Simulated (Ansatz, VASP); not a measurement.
# KBr: VASP beside Ansatz

One calculation is typed for both programs; each brings its own data sets. How far apart do they land? The cell is taken from a series of VASP runs on this material, whose earlier steps may have relaxed, scaled or displaced it; both programs get it as it stands. Valence electrons are named where the data sets of a main pair hold unlike numbers.

Main program and level: Ansatz 0.2.0; plane waves, with VASP 6.6.1 beside it; band structure at HSE06 and band structure at HSE06, spin-orbit coupling.

## (1) Starting point

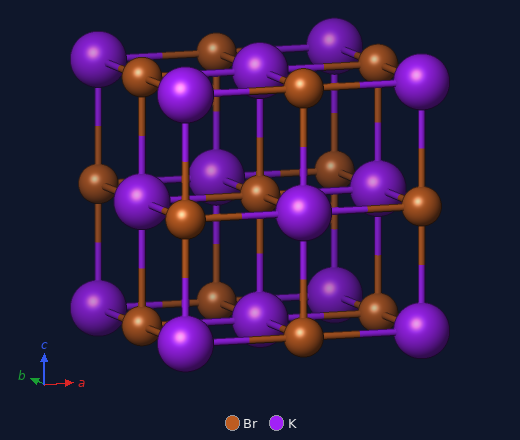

Start, viewed slightly off an axis; bromine orange, potassium purple. This picture shows the conventional cell, with its axes. Some periodic images of atoms are drawn too.

Structure file:

```cif
data_structure
_symmetry_space_group_name_H-M 'Fm-3m'
_symmetry_Int_Tables_number 225
_cell_length_a 6.5847
_cell_length_b 6.5847
_cell_length_c 6.5847
_cell_angle_alpha 90.000
_cell_angle_beta 90.000
_cell_angle_gamma 90.000
_cell_volume 285.50
loop_
_atom_site_label
_atom_site_type_symbol
_atom_site_symmetry_multiplicity
_atom_site_Wyckoff_symbol
_atom_site_fract_x
_atom_site_fract_y
_atom_site_fract_z
_atom_site_occupancy
Br1 Br 4 b 0.50000 0.00000 0.00000 1
K1 K 4 a 0.00000 0.00000 0.00000 1
```

## (2) VASP: band structure, HSE06

The same path points are solved in both programs, so levels can be compared one by one.

Lines of VASP's logs that name or quote its potential files are left out, and so is its time.

The run reads the wave functions of an earlier VASP run, which isn't shown here.

The input, INCAR:

```
SYSTEM = KBr
PREC = Accurate
ENCUT = 350
EDIFF = 1E-06
NELM = 100
ISMEAR = 0
SIGMA = 0.03
LREAL = .FALSE.
ALGO = Normal
LHFCALC = .TRUE.
AEXX = 0.25
GGA = PE
HFSCREEN = 0.2
LASPH = .TRUE.
NBANDS = 14
PRECFOCK = Fast
LORBIT = 11
LWAVE = .FALSE.
LCHARG = .FALSE.
KPAR = 4
```

The input, POSCAR:

```
KBr
1.0
    0.0000000000      3.2923500000      3.2923500000
    3.2923500000      0.0000000000      3.2923500000
    3.2923500000      3.2923500000      0.0000000000
Br K
1 1
Direct
    0.5000000000      0.5000000000      0.5000000000
    0.0000000000      0.0000000000      0.0000000000
```

The input, KPOINTS:

```
Automatic mesh
0
Gamma
4 4 4
0 0 0
```

The input, KPOINTS_OPT:

```
Line mode
10
Line-mode
Reciprocal
  0.00000000   0.00000000   0.00000000 GAMMA
  0.50000000   0.00000000   0.50000000 X

  0.50000000   0.00000000   0.50000000 X
  0.50000000   0.25000000   0.75000000 W

  0.50000000   0.25000000   0.75000000 W
  0.37500000   0.37500000   0.75000000 K

  0.37500000   0.37500000   0.75000000 K
  0.00000000   0.00000000   0.00000000 GAMMA

  0.00000000   0.00000000   0.00000000 GAMMA
  0.50000000   0.50000000   0.50000000 L

  0.50000000   0.50000000   0.50000000 L
  0.62500000   0.25000000   0.62500000 U

  0.62500000   0.25000000   0.62500000 U
  0.50000000   0.25000000   0.75000000 W

  0.50000000   0.25000000   0.75000000 W
  0.50000000   0.50000000   0.50000000 L

  0.50000000   0.50000000   0.50000000 L
  0.37500000   0.37500000   0.75000000 K

  0.62500000   0.25000000   0.62500000 U
  0.50000000   0.00000000   0.50000000 X
```

Potentials, in the order of the species: Br and K_sv (PBE family, release 64).

On the command line:

```bash
$ mpirun -np 4 vasp_std
```

Numbers of over 12 decimals in the logs are rounded to 6 here.

What it wrote:

```text
[banner, memory and clock lines left out]
running    4 mpi-ranks, on    1 nodes
 distrk:  each k-point on    1 cores,    4 groups
 distr:  one band on    1 cores,    1 groups

 POSCAR found type information on POSCAR BrK
 POSCAR found :  2 types and       2 ions
 LDA part: xc-table for (Slater+PW92), standard interpolation
 found WAVECAR, reading the header
 POSCAR, INCAR and KPOINTS ok, starting setup
 FFT: planning ... GRIDC
 FFT: planning ... GRID_SOFT
 FFT: planning ... GRID
 reading WAVECAR
 the WAVECAR file was read successfully
 initial charge from wavefunction
 entering main loop
       N       E                     dE             d eps       ncg     rms          rms(c)
DAV:   1    -0.717984393734E+01   -0.71798E+01   -0.62364E-01   248   0.745E+00    0.212E+00
DAV:   2    -0.718542221491E+01   -0.55783E-02   -0.17732E-02   302   0.930E-01    0.144E+00
DAV:   3    -0.718306916744E+01    0.23530E-02   -0.20992E-03   286   0.291E-01    0.885E-01
DAV:   4    -0.718258254399E+01    0.48662E-03   -0.78578E-04   266   0.170E-01    0.542E-01
DAV:   5    -0.718250126462E+01    0.81279E-04   -0.14988E-04   290   0.790E-02    0.330E-01
DAV:   6    -0.718248404815E+01    0.17216E-04   -0.29766E-05   286   0.401E-02    0.198E-01
DAV:   7    -0.718248344885E+01    0.59930E-06   -0.96613E-06   274   0.241E-02
   1 F= -.71824834E+01 E0= -.71824834E+01  d E =-.583629E-11
 Start KPOINTS_OPT (optional k-point list driver)
k-point batch [1-8\100]
       N       E                     dE             ncg
DAV:   1    -0.812926917582E+03   -0.19026E+04      224
DAV:   2    -0.155418614388E+04   -0.74126E+03      278
DAV:   3    -0.161500789913E+04   -0.60822E+02      274
DAV:   4    -0.161713442241E+04   -0.21265E+01      330
DAV:   5    -0.161718247443E+04   -0.48052E-01      288
DAV:   6    -0.161718355316E+04   -0.10787E-02      320
DAV:   7    -0.161718357676E+04   -0.23603E-04      288
DAV:   8    -0.161718357701E+04   -0.25328E-06      202
[...]
k-point batch [97-100\100]
       N       E                     dE             ncg
DAV:   1     0.119888628461E+04   -0.21027E+04      112
DAV:   2     0.850795080818E+03   -0.34809E+03      130
DAV:   3     0.823621786581E+03   -0.27173E+02      160
DAV:   4     0.822423698287E+03   -0.11981E+01      180
DAV:   5     0.822401947273E+03   -0.21751E-01      148
DAV:   6     0.822401551924E+03   -0.39535E-03      168
DAV:   7     0.822401544490E+03   -0.74344E-05      136
DAV:   8     0.822401544446E+03   -0.44121E-07       98
```

OUTCAR, selected parts (step 2):

```text
ion  position               nearest neighbor table
   1  0.500  0.500  0.500-   2 3.29   2 3.29   2 3.29   2 3.29   2 3.29   2 3.29
   2  0.000  0.000  0.000-   1 3.29   1 3.29   1 3.29   1 3.29   1 3.29   1 3.29

  LATTYP: Found a face centered cubic cell.
 ALAT       =     6.5847000000

 Subroutine GETGRP returns: Found 48 space group operations
 (whereof 48 operations were pure point group operations)

The static configuration has the point symmetry O_h .

 Found      8 irreducible k-points:

   k-points           NKPTS =      8   k-points in BZ     NKDIM =     64   number of bands    NBANDS=     14

   dimension x,y,z NGX =    28 NGY =   28 NGZ =   28
   dimension x,y,z NGXF=    56 NGYF=   56 NGZF=   56

   ENCUT  =  350.0 eV  25.72 Ry    5.07 a.u.   7.10  7.10  7.10*2*pi/ulx,y,z

   NELECT =      16.0000    total number of electrons

 k-points in reciprocal lattice and weights: Automatic mesh
   0.00000000  0.00000000  0.00000000       0.016
   0.25000000  0.00000000  0.00000000       0.125
   0.50000000  0.00000000  0.00000000       0.062
   0.25000000  0.25000000  0.00000000       0.094
   0.50000000  0.25000000  0.00000000       0.375
  -0.25000000  0.25000000  0.00000000       0.188
   0.50000000  0.50000000  0.00000000       0.047
  -0.25000000  0.50000000  0.25000000       0.094

  exchange ACFDT corr.  =         0.00000000  see jH, gK, PRB 81, 115126

 average (electrostatic) potential at core
       1 -61.1483       2 -31.9877

 E-fermi :  -2.4731

 k-point     1 :       0.0000    0.0000    0.0000
  band No.  band energies     occupation
    ...
      4     -14.6770      2.00000
      5     -14.6770      2.00000
      6      -2.6029      2.00000
      7      -2.6029      2.00000
      8      -2.6029      2.00000
      9       3.0370      0.00000
     10       6.3932      0.00000
     11       6.3932      0.00000
     12       6.3932      0.00000
     13       7.3501      0.00000
    ...

 k-point     2 :       0.2500    0.0000    0.0000
  band No.  band energies     occupation
    ...
      4     -14.6788      2.00000
      5     -14.5387      2.00000
      6      -3.3011      2.00000
      7      -2.7840      2.00000
      8      -2.7840      2.00000
      9       4.3150      0.00000
     10       6.2110      0.00000
     11       7.1448      0.00000
     12       7.1448      0.00000
     13       8.1604      0.00000
    ...

 k-point     3 :       0.5000    0.0000    0.0000
  band No.  band energies     occupation
    ...
      4     -14.6806      2.00000
      5     -14.4134      2.00000
      6      -3.8517      2.00000
      7      -2.9527      2.00000
      8      -2.9527      2.00000
      9       5.1812      0.00000
     10       7.0418      0.00000
     11       8.8255      0.00000
     12       8.8255      0.00000
     13       8.8340      0.00000
    ...

  energy-cutoff  :      350.00
  volume of cell :       71.38
      direct lattice vectors                 reciprocal lattice vectors
     0.000000000  3.292350000  3.292350000    -0.151867207  0.151867207  0.151867207
     3.292350000  0.000000000  3.292350000     0.151867207 -0.151867207  0.151867207
     3.292350000  3.292350000  0.000000000     0.151867207  0.151867207 -0.151867207

 POSITION                                       TOTAL-FORCE (eV/Angst)
 -----------------------------------------------------------------------------------
      3.29235      3.29235      3.29235         0.000000      0.000000      0.000000
      0.00000      0.00000      0.00000        -0.000000     -0.000000     -0.000000
 -----------------------------------------------------------------------------------
    total drift:                                0.000000      0.000000      0.000000

  FREE ENERGIE OF THE ION-ELECTRON SYSTEM (eV)
  ---------------------------------------------------
  free  energy   TOTEN  =        -7.1824834488 eV

  energy  without entropy=       -7.1824834488  energy(sigma->0) =       -7.18248345

 total charge
# of ion       s       p       d       tot
------------------------------------------
    1        1.594   3.341   0.001   4.935
    2        1.958   5.622   0.020   7.600
--------------------------------------------------
tot          3.552   8.963   0.021  12.535

[... 3 further parts left out ...]
```

The k-mesh is coarse for exact exchange; levels may shift by about 0.1 eV on a finer one. The PAW data sets were made with PBE, which is usual practice but a small mismatch for other functionals.

## (3) Ansatz: band structure, HSE06

Ansatz runs on its default PAW (the set named soft_2) files.

The same cell, functional, mesh and smearing now go to Ansatz, which takes its cutoff from its data sets.

The input, input.yaml:

```yaml
crystal:
  lattice:
    - [0.0, 3.29235, 3.29235]
    - [3.29235, 0.0, 3.29235]
    - [3.29235, 3.29235, 0.0]
  atoms:
    - { symbol: Br, position: [0.5, 0.5, 0.5] }
    - { symbol: K, position: [0.0, 0.0, 0.0] }
hamiltonian:
  xc: { exchange: pbe, correlation: pbe, exx: { coeff: 0.25, omega: 0.2 } }
  pseudopotentials: { kind: paw }
kpoints:
  mp_grid: { grid: [4, 4, 4] }
  band_path:
    path:
      - [0.0, 0.0, 0.0]
      - [0.5, 0.0, 0.5]
      - [0.5, 0.22222, 0.72222]
      - [0.40278, 0.34722, 0.75]
      - [0.125, 0.125, 0.25]
      - [0.27778, 0.27778, 0.27778]
      - [0.55556, 0.38889, 0.55556]
      - [0.58333, 0.25, 0.66667]
      - [0.5, 0.30556, 0.69444]
      - [0.48611, 0.48611, 0.52778]
      - [0.625, 0.25, 0.625]
      - [0.5, 0.0, 0.5]
    npoints: 1
scf:
  occupations: { method: gaussian, width: 0.03 }
  n_extra_bands: 7
output:
  forces: true
  stress: true
  eigenvalues: true
```

On the command line:

```bash
$ ansatz run input.yaml --threads 4 --pin off --max-ram 9216MiB --backend cpu --events-out ev --progress --plain --runs-dir out
```

What it wrote:

```text
Warning: output.stress: scf.convergence.dr2_threshold = 1e-7 eV (the SCF's general default) is looser than the 2e-10 eV advised for a printed stress (1e-10 eV for each atom of the cell: 2). What an SCF threshold leaves in a stress goes as its square root, and in the free energy as the threshold itself, and one threshold admits the most on a small cell: [figures from the program's tests cut] Set scf.convergence.dr2_threshold to 2e-10 eV or tighter. The threshold is an SCF's pass mark: one that does not reach it within its budget of iterations ends unconverged, or closes short of it on a stop that the run arms, and scf.convergence.dr2_threshold's page says what that costs each kind of run
Warning: output.stress: scf.exx.energy_threshold = 1e-6 eV is looser than the 2e-8 eV advised for a stress under a hybrid functional (1e-8 eV for each atom of the cell: 2). Every SCF of the exchange loop can meet its threshold on dr2 while the loop round them stops early: no threshold on dr2 bounds what that leaves in the stress. Set scf.exx.energy_threshold to 2e-8 eV or tighter. The threshold is the loop's pass mark: a loop that does not reach it within its budget of cycles ends unconverged, and scf.exx.energy_threshold's page has the law
scf.n_extra_bands = 7 over 8 filled bands (N_el = 16.0): the run solves 15 bands
Engine: ansatz 0.2.0, x86_64-unknown-linux-gnu
Pseudopotentials: kind: paw
Pseudopotential: Br, paw, valence charge 7, recommended cutoff 420 eV (normal), Br.paw.azcp
Pseudopotential: K, paw, valence charge 9, recommended cutoff 420 eV (normal), K.paw.azcp
Functional definition: unnamed
  parameter a_1 = 0.25
  parameter omega_1 = 0.2/angstrom
  exchange = pbe_x + (-a_1)*pbe_x_sr(omega_1) + a_1*exact_x_sr(omega_1)
  correlation = pbe_c
Crystal: 2 atoms, lattice volume = 71.375 Å³
Basis set: ecut = 420 eV, 1411 PW (Γ), exchange–correlation on 64×64×64 points (8 copies of the dense FFT grid, shifted against one another)
Bands: 15, of which v1, the nominal top of the filled ones, is band 8 counted from 1 (7 counted from 0)
Symmetry: 48 space group operations
Space group: Fm-3m (ITA 225), of the structure as read, at distance tolerance 4.1e-5 Å
k-points: 8 of 64
Non-local potential: Br, projectors of the file, l = 0: 2, l = 1: 2, l = 2: 2
Non-local potential: K, projectors of the file, l = 0: 3, l = 1: 2, l = 2: 2
PAW form: soft (Blöchl's): semilocal exchange-correlation on the pseudo side does not see the compensation charge
PAW frozen core: Br, regenerated for the run's functional, and the local potential with it (the file was generated under x = pbe(κ = 0.804, μ = 0.219515), c = pbe(β = 0.066725))
PAW frozen core: K, regenerated for the run's functional, and the local potential with it (the file was generated under x = pbe(κ = 0.804, μ = 0.219515), c = pbe(β = 0.066725))
PAW one-centre angular grid: Br, 110 points (default); XC on 64 Gauss nodes
PAW one-centre angular grid: K, 110 points (default); XC on 64 Gauss nodes
Initial density: superposition of atomic densities (neutral atoms: chi_scale 0, normalization atom), corrected by the library's trained network
Initial wavefunctions: pseudopotential atomic-orbital guess
Functional: x = pbe(κ = 0.804, μ = 0.219515), c = pbe(β = 0.066725), warm-up for x = pbe(κ = 0.804, μ = 0.219515) + 0.25 (exact − pbe) at short range (hse, ω = 0.2 Å⁻¹), c = pbe(β = 0.066725)
SCF iter   1: F=—  HF=-4324.489492 eV  |F-HF|=—  |Δ(HF+E_count)|=         —  Δρ=1.25e-3  dr2=1.69e-3  ethr=1.77e-3  ⟨swp⟩=2.0  Hψ=958  notcnv=0
preconditioner: auto → none  [insulator: Δε(μ)=4.416 eV  Ē_g=15.764 eV  σ=0.030 eV  W_gap=1.00  n_scr=14 (ndim 8)  ℏωp=16.4 eV  f_vac=0.054  D(μ)=0.00/eV (n_scr^D=0)]
iter 2 solved again at ethr=1.23e-7 eV; its pass at ethr=1.06e-5 eV (dr2=1.97e-5 eV) is discarded
SCF iter   2: F=-4324.488869 eV  HF=-4324.488866 eV  |F-HF|=2.58e-6  |Δ(HF+E_count)|=   6.26e-4  Δρ=1.63e-4  dr2=1.92e-5  ethr=1.23e-7  ⟨swp⟩=3.4  Hψ=446  notcnv=0
SCF 1 stopped early in 2 iterations: F = -4324.488869 eV  dr2 = 1.92e-5
  greatest PAW one-centre occupation: 0.987 electrons in one spin orbital (limit 2), on the K atom at site 1 (counted from 0), in its partial waves of l = 0
Initial density: handed on by an earlier stage of this run
Initial wavefunctions: those handed on with the density
Functional: x = pbe(κ = 0.804, μ = 0.219515) + 0.25 (exact − pbe) at short range (hse, ω = 0.2 Å⁻¹), c = pbe(β = 0.066725)
Exchange kernel: α = 0.2500, screened, ω = 0.2000 Å⁻¹, Wigner–Seitz truncation, v(0) = 1122.0199 eV·Å³, q-mesh 4×4×4, nearest image of the exchange supercell L = 18.62 Å, pair-density grid 18×18×18, without the augmentation charges, whose exchange is taken in its separable form by FFT convolution over the k-point mesh (sized by the pseudopotential files, 27×27×27 at the most), smooth part of the exact exchange by density-matrix convolution
Frozen-core exchange: fock
SCF iter   1: F=—  HF=-4327.406897 eV  |F-HF|=—  |Δ(HF+E_count)|=         —  Δρ=2.84e-3  dr2=5.02e-3  ethr=1.20e-6  ⟨swp⟩=9.1  Hψ=680  notcnv=0
preconditioner: auto → none  [insulator: Δε(μ)=5.658 eV  Ē_g=17.791 eV  σ=0.030 eV  W_gap=1.00  n_scr=14 (ndim 8)  ℏωp=16.4 eV  f_vac=0.054  D(μ)=0.00/eV (n_scr^D=0)]
SCF iter   2: F=—  HF=-4327.405325 eV  |F-HF|=—  |Δ(HF+E_count)|=   1.57e-3  Δρ=1.25e-3  dr2=7.26e-4  ethr=1.20e-6  ⟨swp⟩=3.6  Hψ=340  notcnv=0
SCF iter   3: F=—  HF=-4327.406640 eV  |F-HF|=—  |Δ(HF+E_count)|=   1.32e-3  Δρ=4.08e-4  dr2=1.31e-4  ethr=1.20e-6  ⟨swp⟩=3.5  Hψ=320  notcnv=0
SCF iter   4: F=—  HF=-4327.406602 eV  |F-HF|=—  |Δ(HF+E_count)|=   3.81e-5  Δρ=4.14e-5  dr2=2.43e-6  ethr=7.68e-7  ⟨swp⟩=2.8  Hψ=196  notcnv=0
SCF iter   5: F=-4327.406611 eV  HF=-4327.406612 eV  |F-HF|=6.09e-7  |Δ(HF+E_count)|=   9.36e-6  Δρ=1.62e-5  dr2=3.38e-7  ethr=9.50e-9  ⟨swp⟩=3.8  Hψ=322  notcnv=0
SCF 2 stopped early in 5 iterations: F = -4327.406611 eV  dr2 = 3.38e-7
  greatest PAW one-centre occupation: 0.989 electrons in one spin orbital (limit 2), on the K atom at site 1 (counted from 0), in its partial waves of l = 0
hybrid outer 1: dexx = +1.962e-3 eV, tail = 8.78e-6 eV
Exchange kernel: α = 0.2500, screened, ω = 0.2000 Å⁻¹, Wigner–Seitz truncation, v(0) = 1122.0199 eV·Å³, q-mesh 4×4×4, nearest image of the exchange supercell L = 18.62 Å, pair-density grid 18×18×18, without the augmentation charges, whose exchange is taken in its separable form by FFT convolution over the k-point mesh (sized by the pseudopotential files, 27×27×27 at the most), smooth part of the exact exchange by density-matrix convolution
Frozen-core exchange: fock
SCF iter   1: F=—  HF=-4327.406873 eV  |F-HF|=—  |Δ(HF+E_count)|=         —  Δρ=3.35e-5  dr2=2.38e-7  ethr=2.74e-7  ⟨swp⟩=4.6  Hψ=361  notcnv=0
preconditioner: auto → none  [insulator: Δε(μ)=5.645 eV  Ē_g=17.787 eV  σ=0.030 eV  W_gap=1.00  n_scr=14 (ndim 8)  ℏωp=16.4 eV  f_vac=0.076  D(μ)=0.00/eV (n_scr^D=0)]
SCF iter   2: F=—  HF=-4327.406872 eV  |F-HF|=—  |Δ(HF+E_count)|=   5.35e-8  Δρ=1.39e-5  dr2=3.50e-8  ethr=1.24e-9  ⟨swp⟩=3.0  Hψ=210  notcnv=0
SCF iter   3: F=-4327.406872 eV  HF=-4327.406872 eV  |F-HF|=1.22e-9  |Δ(HF+E_count)|=   6.45e-9  Δρ=1.70e-6  dr2=3.04e-9  ethr=2.09e-10  ⟨swp⟩=3.0  Hψ=222  notcnv=0
SCF 3 converged in 3 iterations: F = -4327.406872 eV  dr2 = 3.04e-9
  Residual-converged pass: ⟨swp⟩=3.6  Hψ=239  notcnv=0  max |occ|·‖R‖ = 2.3e-6 eV (tolerance 2.4e-6 eV)  dr2=3.23e-9  dr2_onsite=1.05e-10  max |Δocc| = 0.0e0
hybrid outer 2: dexx = +1.304e-7 eV, tail = 1.05e-8 eV, Δε = 1.84e-3 eV (about 5.74e-5 eV left of the loop's levels)
NSCF: frozen V_eff on 12 k-points
hybrid SCF converged: 2 outer / 8 inner (+2 warm-up), last move |dexx| = 1.30e-7 eV, tail = 1.05e-8 eV
Stability not checked: this state was not tested for a lower state beside it, because the functional holds exact exchange (a hybrid, or Hartree-Fock), whose exchange loop this test does not read (fock_operator; see scf.lower_state_search)
Free energy (F): -4327.406873 eV
Frozen-core exchange: fock
Harris-Foulkes:  -4327.406873 eV  (|F-HF|=1.22e-9)
Internal energy: -4327.406873 eV  (E = F + TS)
E sigma→0 (E₀):  -4327.406873 eV
Fermi energy:    3.065556 eV
--- Per-component energies (eV) ---
  E_band       = -158.071323
  E_kinetic    = 388.371285
  E_local      = -835.224583  (includes V_loc(G=0)·N_el)
  E_nonlocal   = 82.549502
  E_hartree    = 271.008251
  E_xc         = -316.655456
  E_vxc        = -214.553086  (∫ρ·V_xc dr)
  E_exx        = -37.646674  (= α·E_x^exact, valence–valence)
  E_paw        = -3077.460048  (= ΣΔE_a)
  E_vpaw       = -45.936810  (= ΣTr[D̂ρ^β])
  E_aug_tail   = -0.000004  (compensation charges beyond the density's cutoff)
  E_ewald      = -801.844668
  E_core_change = -0.504481  (= ΣΔE_core)
  E_smearing   = -0.000000  (= −TS)
  E_closure    = 0.000002  (closes the sum)
  Σ components = -4327.406873   (vs F -4327.406873, Δ=0.00e0)
--- Forces (eV/Å), atoms counted from 1 ---
  atom   1  Br     0.00000000    -0.00000000    -0.00000000
  atom   2  K     -0.00000000     0.00000000     0.00000000
  max |Σ_I F_I| component: 3.85e-30 eV/Å
--- Stress (GPa, compression-positive) ---
        0.578406       0.000000      -0.000000
       -0.000000       0.578406      -0.000000
        0.000000       0.000000       0.578406
  P = ⅓ Tr σ = 0.5784 GPa (5.784 kbar)
--- Band table (eV; the first three rows and the last of 8) ---
  k-point 0: bands = [... 4 lower, -11.8128, 0.2430, 0.2430, 0.2430, 5.8880, 9.2329, 9.2329, 9.2329, ... 3 higher]
  k-point 1: bands = [... 4 lower, -11.6733, -0.4562, 0.0604, 0.0604, 7.1651, 9.0515, 9.9840, 9.9840, ... 3 higher]
  k-point 2: bands = [... 4 lower, -11.5470, -1.0078, -0.1095, -0.1095, 8.0269, 9.8866, 11.6630, 11.6630, ... 3 higher]
  k-point 7: bands = [... 4 lower, -11.7109, -0.3871, -0.3871, -0.3272, 8.9227, 8.9227, 9.8877, 10.8259, ... 3 higher]
```

Wall time 15 s (4 threads of AMD EPYC 7B13 (Zen 3), shared host); peak memory 0.73 GiB; 51 s of CPU time.

The column dr2 measures how far the density is from self-consistency, as an energy; F and HF (Harris–Foulkes) agree once it is small.

(Continued in part 2 of 2.)

[Lines on the potential files, build, host, timing and source positions are cut from VASP's logs without a mark.]

[Logs are printed without paths, hosts, clocks, repeated set-up lines and the standing remarks that a program may print on its own settings, such as how far it seeks lower states.]

[Hosts, paths, dates, database ids (printed as entryN), source tags and the programs' standing remarks are cut or masked in the printed files.]
